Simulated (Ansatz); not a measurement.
# H$_{5}$InO$_{2}$S: what the fields show

Input file:

```
crystal:
  periodic: [false, false, false]
  atoms:
    - {symbol: In, position_ang: [-0.501031, -0.650574, 0.366253]}
    - {symbol: S, position_ang: [-0.086815, 2.024632, -0.477485]}
    - {symbol: O, position_ang: [0.783738, -0.747351, 1.887100]}
    - {symbol: O, position_ang: [0.645130, -0.933012, -1.269791]}
    - {symbol: H, position_ang: [-1.129455, 2.040506, -1.325063]}
    - {symbol: H, position_ang: [-2.193260, -0.816554, 0.386025]}
    - {symbol: H, position_ang: [0.626123, 1.190371, -1.280944]}
    - {symbol: H, position_ang: [0.368763, -0.774296, 2.751197]}
    - {symbol: H, position_ang: [1.486707, -1.333624, -1.037392]}
basis:
  gaussian: {orbitals: def2-TZVPP}
hamiltonian: {xc: pbe0, dispersion: d4}
output: {orbitals: {seedname: orbitals}}
```

Launched as:

```sh
ansatz run in.yaml --threads 4 --pin off --events-out ev --progress --plain --max-ram 9574MiB
```

The product side of a reaction path; geometry: PBE0-D4/def2-TZVP; a saddle point, not a minimum; core potentials replace the inner electrons of In.

Level of theory: Ansatz 0.2.0, RKS PBE0-D4/def2-TZVPP.

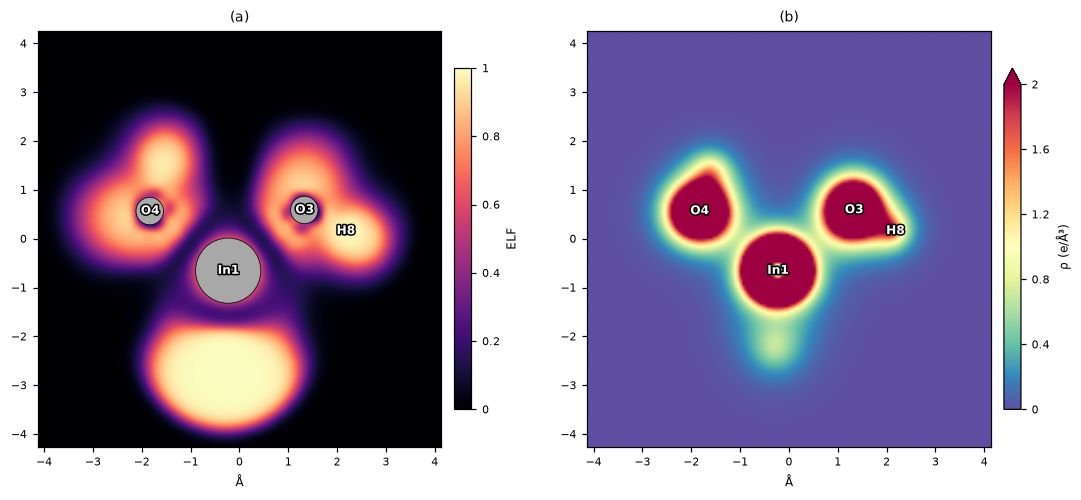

Figure 1. (a) electron localisation function; (b) electron density on the plane of atoms O3, In1 and O4. Grey discs cover the atomic cores in the ELF map.

> What does the map show?

- Atoms in the plane: In, O and H.
- In–O (1.99 Å): the density is about 0.77 e/Å³ at the midpoint; the ELF peaks at about 0.85 in the valence shell of O, 0.6 Å from its nucleus, and drops to about 0.15 between the two atoms.
- O–H (0.96 Å): ρ at the midpoint is about 3.8 e/Å³; the ELF climbs to about 1 towards the hydrogen, as it does in any bond to H; a covalent bond by its length.
- The ELF also peaks beside O4 and O3, away from the bonds: lone-pair regions.

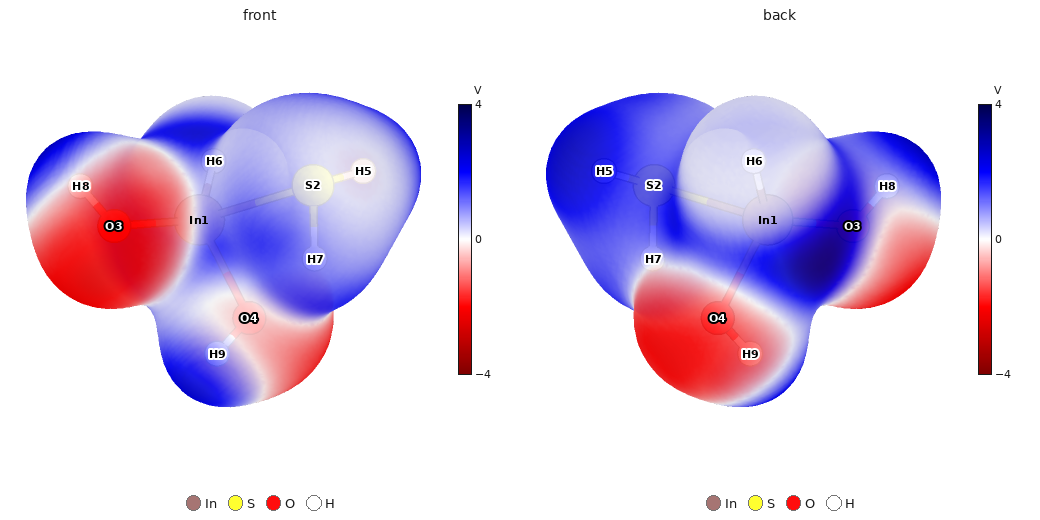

Figure 2. The electrostatic potential painted on the density surface at 0.004 e/bohr³, seen from the front and from behind; red is negative and blue positive.

> Describe the electrostatic potential map.

The most negative region (about −2.2 V) lies over O3, the most positive (about +3.1 V) over In1. O3 is the likeliest acceptor of a hydrogen bond.

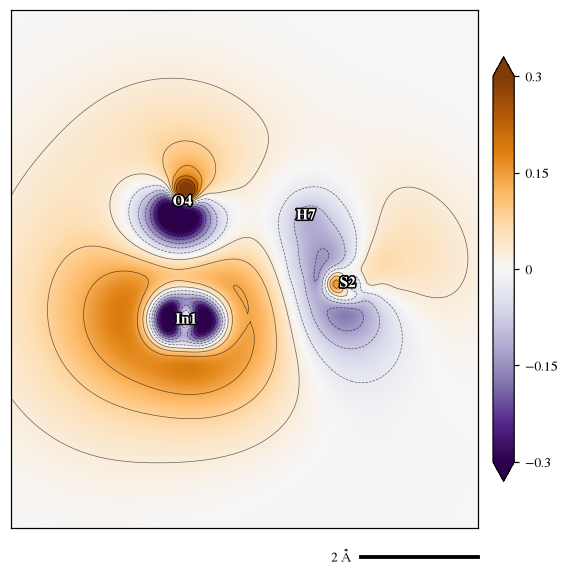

Figure 3. The LUMO on the plane of atoms S2, In1 and O4 (values in Å⁻³ᐟ²; the overall sign is arbitrary).

> Where does this orbital lie, and at what energy?

It lies mainly on In1 (about 45 %), H6 (about 15 %), O3 (about 10 %), O4 (about 10 %), S2 (about 5 %) and H8 (about 5 %). Its energy is −0.49 eV.
